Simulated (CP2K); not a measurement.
# PBE/DZVP-MOLOPT-SR-GTH (core potential) run of BPH6 (SMILES [BH3-][PH3+])

Aim: the energy change on altering one bond length of BPH6 at PBE/DZVP-MOLOPT-SR-GTH (core potential), from 2 runs. 

The calculation is run with CP2K 2026.2.

## Step 1: Starting point

BPH6: 8 atoms, total charge 0, spin state singlet. SMILES: `[BH3-][PH3+]`. Geometry: relaxed at PBE0-D4/def2-TZVP.

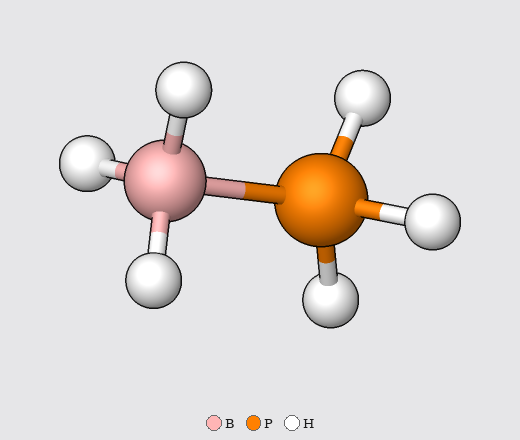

The structure, seen from a chosen angle (boron pink, phosphorus orange, hydrogen white).

## Step 2: The energy at PBE/DZVP-MOLOPT-SR-GTH (core potential)

Contents of run.inp:

```
&GLOBAL
   PROJECT run
   RUN_TYPE ENERGY
   PRINT_LEVEL MEDIUM
&END

&FORCE_EVAL
   METHOD QUICKSTEP
   &DFT
      BASIS_SET_FILE_NAME BASIS_MOLOPT
      POTENTIAL_FILE_NAME GTH_POTENTIALS
      CHARGE 0
      MULTIPLICITY 1
      ! Quickstep
      &QS
         METHOD GPW
         EPS_DEFAULT 1.0E-10
      &END
      &MGRID
         CUTOFF 400
         REL_CUTOFF 50
         NGRIDS 4
      &END
      ! no periodic images
      &POISSON
         PERIODIC NONE
         POISSON_SOLVER WAVELET
      &END
      ! SCF settings
      &SCF
         SCF_GUESS ATOMIC
         EPS_SCF 1.0E-06
         MAX_SCF 30
         &OT ON
            MINIMIZER CG
            PRECONDITIONER FULL_ALL
         &END
         &OUTER_SCF
            EPS_SCF 1.0E-06
            MAX_SCF 5
         &END
      &END
      &XC
         &XC_FUNCTIONAL PBE
         &END
      &END
      &PRINT
         &MOMENTS
            PERIODIC F
            REFERENCE COM
            MAX_MOMENT 1
         &END
         &MO_CUBES
            NLUMO 1
            NHOMO -1
            WRITE_CUBE F
         &END
         &HIRSHFELD OFF
         &END
      &END
   &END
   &SUBSYS
      ! box in angstrom
      &CELL
         ABC [angstrom] 13.5 13.5 13.5
         PERIODIC NONE
      &END
      &COORD
         B      6.129050     7.022700     5.790600
         P      7.119050     6.613900     7.372300
         H      4.991750     7.138600     6.184500
         H      6.317350     6.065300     5.076600
         H      6.629650     8.049700     5.394700
         H      7.103950     7.551200     8.423400
         H      8.508250     6.415200     7.251700
         H      6.774350     5.450300     8.087200
      &END
      &KIND B
         BASIS_SET DZVP-MOLOPT-SR-GTH-q3
         POTENTIAL GTH-PBE-q3
      &END
      &KIND P
         BASIS_SET DZVP-MOLOPT-SR-GTH-q5
         POTENTIAL GTH-PBE-q5
      &END
      &KIND H
         BASIS_SET DZVP-MOLOPT-SR-GTH-q1
         POTENTIAL GTH-PBE-q1
      &END
   &END
&END
```

Command:

```bash
$ OMP_NUM_THREADS=1 cp2k.psmp -i run.inp > run.out 2>&1
```

The program printed:

```text
CP2K| version string:                                       CP2K version 2026.2
[...]
 GLOBAL| Method name                                                        CP2K
[...]
 GLOBAL| Run type                                                         ENERGY
[...]
 DFT| Spin restricted Kohn-Sham (RKS) calculation                            RKS
 DFT| Multiplicity                                                             1
[...]
 DFT| Charge                                                                   0
[...]
 FUNCTIONAL| PBE:
 QS| Method:                                                                 GPW
[...]
 QS| Density cutoff [a.u.]:                                                200.0
[...]
 QS| Relative density cutoff [a.u.]:                                        25.0
[...]
                             - Atoms:                                          8
[...]
                             - Spherical basis functions:                     56
[...]
 Number of electrons:                                                         14
[...]
     1 OT CG       0.15E+00    4.6     0.21371289       -11.3574708487 -1.14E+01
[...]
    20 OT CG       0.93E-01    4.0     0.00000095       -12.9314663595 -5.56E-11
  *** SCF run converged in    20 steps ***
[...]
  Overlap energy of the core charge distribution:               0.00000350364814
  Self energy of the core charge distribution:                -30.92314272376475
  Core Hamiltonian energy:                                      8.60656332233013
  Hartree energy:                                              14.25868165122250
  Exchange-correlation energy:                                 -4.87357211297569
  Total energy:                                               -12.93146635953967
[...]
                     Mulliken Population Analysis
 #  Atom  Element  Kind  Atomic population                           Net charge
       1     B        1          3.617422                             -0.617422
       2     P        2          4.883144                              0.116856
       3     H        3          0.910103                              0.089897
       4     H        3          0.910112                              0.089888
       5     H        3          0.910103                              0.089897
       6     H        3          0.923051                              0.076949
       7     H        3          0.923033                              0.076967
       8     H        3          0.923032                              0.076968
 # Total charge                             14.000000                  0.000000
[...]
  Dipole moment [Debye]
    X=  0.2047574E+01 Y= -0.8454507E+00 Z=  0.3271588E+01  Total=      3.9510295
[...]
 HOMO - LUMO gap [eV] :    7.409297
 ENERGY| Total FORCE_EVAL ( QS ) energy [hartree]            -12.931466359539671
[...]
```

Run time: 2.2 min. Hardware: 1 thread of Arm Neoverse V2, shared host; peak memory 1.9 GiB.

## Step 3: The distorted shape

Contents of molecule.xyz:

```xyz
8

B     -0.706277    -0.080894    -0.795232
P      0.283723    -0.489694     0.786468
H     -1.843577     0.035006    -0.401332
H     -0.517977    -1.038294    -1.509232
H     -0.055500     1.254200    -1.309900
H      0.268623     0.447606     1.837568
H      1.672923    -0.688394     0.665868
H     -0.060977    -1.653294     1.501368
```

Contents of qs.inp:

```
&GLOBAL
  PROJECT_NAME qs
  RUN_TYPE ENERGY
  PRINT_LEVEL MEDIUM
&END GLOBAL
&FORCE_EVAL
  METHOD QUICKSTEP
  &DFT
    BASIS_SET_FILE_NAME BASIS_MOLOPT
    POTENTIAL_FILE_NAME GTH_POTENTIALS
    &QS
      METHOD GPW
      EPS_DEFAULT 1.0E-10
    &END QS
    &MGRID
      CUTOFF 400
      REL_CUTOFF 50
      NGRIDS 4
    &END MGRID
    &POISSON
      PERIODIC NONE
      POISSON_SOLVER WAVELET
    &END POISSON
    &SCF
      SCF_GUESS ATOMIC
      EPS_SCF 1.0E-06
      MAX_SCF 150
      ADDED_MOS 5
      &DIAGONALIZATION
        ALGORITHM STANDARD
      &END DIAGONALIZATION
      &MIXING
        METHOD DIRECT_P_MIXING
        ALPHA 0.4
      &END MIXING
    &END SCF
    &XC
      &XC_FUNCTIONAL PBE
      &END XC_FUNCTIONAL
    &END XC
    &PRINT
      &MOMENTS
        PERIODIC F
        REFERENCE COM
        MAX_MOMENT 1
      &END MOMENTS
      &MO ON
        ENERGIES T
        OCCUPATION_NUMBERS T
        NDIGITS 6
        &EACH
          QS_SCF 0
        &END EACH
        ADD_LAST NUMERIC
      &END MO
      &HIRSHFELD OFF
      &END HIRSHFELD
    &END PRINT
  &END DFT
  &SUBSYS
    &CELL
      ABC 13.5 13.5 13.5
      PERIODIC NONE
    &END CELL
    &TOPOLOGY
      COORD_FILE_NAME molecule.xyz
      COORD_FILE_FORMAT XYZ
      &CENTER_COORDINATES
      &END CENTER_COORDINATES
    &END TOPOLOGY
    &KIND B
      BASIS_SET DZVP-MOLOPT-SR-GTH-q3
      POTENTIAL GTH-PBE-q3
    &END KIND
    &KIND P
      BASIS_SET DZVP-MOLOPT-SR-GTH-q5
      POTENTIAL GTH-PBE-q5
    &END KIND
    &KIND H
      BASIS_SET DZVP-MOLOPT-SR-GTH-q1
      POTENTIAL GTH-PBE-q1
    &END KIND
  &END SUBSYS
&END FORCE_EVAL
```

Command:

```bash
$ OMP_NUM_THREADS=1 cp2k.psmp -i qs.inp > qs.out 2>&1
```

The program printed (excerpt; [...] marks lines left out):

```text
CP2K| version string:                                       CP2K version 2026.2
[...]
 GLOBAL| Method name                                                        CP2K
[...]
 GLOBAL| Run type                                                         ENERGY
[...]
 DFT| Spin restricted Kohn-Sham (RKS) calculation                            RKS
 DFT| Multiplicity                                                             1
[...]
 DFT| Charge                                                                   0
[...]
 FUNCTIONAL| PBE:
 QS| Method:                                                                 GPW
[...]
 QS| Density cutoff [a.u.]:                                                200.0
[...]
 QS| Relative density cutoff [a.u.]:                                        25.0
[...]
                             - Atoms:                                          8
[...]
                             - Spherical basis functions:                     56
[...]
 Number of electrons:                                                         14
[...]
     1 P_Mix/Diag. 0.40E+00    4.6     1.18557039       -12.1085465858 -1.21E+01
[...]
    11 DIIS/Diag.  0.11E-05    4.0     0.00000079       -12.8998112941 -1.67E-10
  *** SCF run converged in    11 steps ***
[...]
  Overlap energy of the core charge distribution:               0.00000237668327
  Self energy of the core charge distribution:                -30.92314272376475
  Core Hamiltonian energy:                                      8.44442709983206
  Hartree energy:                                              14.38466642085374
  Exchange-correlation energy:                                 -4.80576446766728
  Total energy:                                               -12.89981129406296
[...]
                     Mulliken Population Analysis
 #  Atom  Element  Kind  Atomic population                           Net charge
       1     B        1          3.717511                             -0.717511
       2     P        2          4.860923                              0.139077
       3     H        3          0.901937                              0.098063
       4     H        3          0.901944                              0.098056
[...]
  Dipole moment [Debye]
    X=  0.1989989E+01 Y= -0.1044740E+01 Z=  0.3395764E+01  Total=      4.0721927
 ENERGY| Total FORCE_EVAL ( QS ) energy [hartree]            -12.899811294062957
[...]
```

Run time: 47 s. Hardware: 1 thread of Arm Neoverse V2, shared host; peak memory 1.9 GiB.

## Step 4: Outcome

Level: PBE/DZVP-MOLOPT-SR-GTH (core potential).

| quantity | value |
| --- | --- |
| first shape: total energy | -12.93147 Eh |
| first shape: dipole moment | 3.95 D |
| first shape: HOMO energy | -7.16 eV |
| first shape: LUMO energy | 0.25 eV |
| first shape: HOMO–LUMO gap | 7.41 eV |
| distorted shape: total energy | -12.89981 Eh |
| distorted shape: dipole moment | 4.07 D |
| distorted shape: HOMO energy | -6.39 eV |
| distorted shape: LUMO energy | 0.08 eV |
| distorted shape: HOMO–LUMO gap | 6.47 eV |
| energy change with the B1–H5 bond stretched from 1.209 to 1.572 Å | 0.861 eV |

What this shows: With the B1–H5 bond stretched from 1.209 to 1.572 Å the energy rises by 0.86 eV (83.1 kJ/mol). The first shape isn't relaxed at this level, so the change isn't measured from a minimum.
